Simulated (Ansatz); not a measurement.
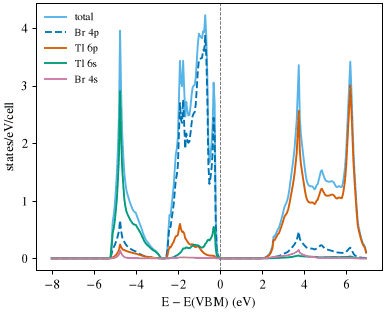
Fig. 1. Total and projected density of states of TlBr (CsCl type, space group No. 221), PBE in the plane-wave PAW code Ansatz

Q: Which orbitals carry the states next to the gap?

A: Top 1 eV of the valence band: Br 4p 87 %, Tl 6s 10 %. Bottom 1 eV of the conduction band: Tl 6p 82 %, Br 4p 7 %, Br 4s 7 %. Projections are on Löwdin-orthogonalised atomic valence shells; empty p or d shells of many metals are not among them.

Q: Where is the tallest occupied peak in this window, and what makes it?

A: Near -0.7 eV, about 4.2 states/eV per cell; the largest projected share is Br 4p.

Space group Pm-3m (CsCl type). Symmetry was held in the PBE relaxation. Spin–orbit coupling is left out wherever it is not named.

Potentials: the later of the program's two PAW sets.
